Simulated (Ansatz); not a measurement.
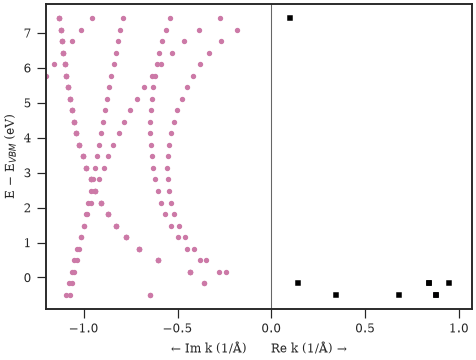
Figure: Complex bands at the centre of the two-dimensional zone; r2SCAN (Ansatz, an electronic-structure program)

The gap is the functional's own, uncorrected, and κ follows it; spin-orbit coupling is left out. Mid-gap means the computed energy nearest the middle.

This is BaF2 (Fm-3m, fluorite, 3 atoms a cell, 20.1 Å³ an atom) along the normal of (001). Read off the slowest decay at the centre of the two-dimensional zone at 3.79 eV, the computed energy nearest the middle of the gap.

κ ≈ 0.55 1/Å, a decay length 1/(2κ) of the density of 0.92 Å.
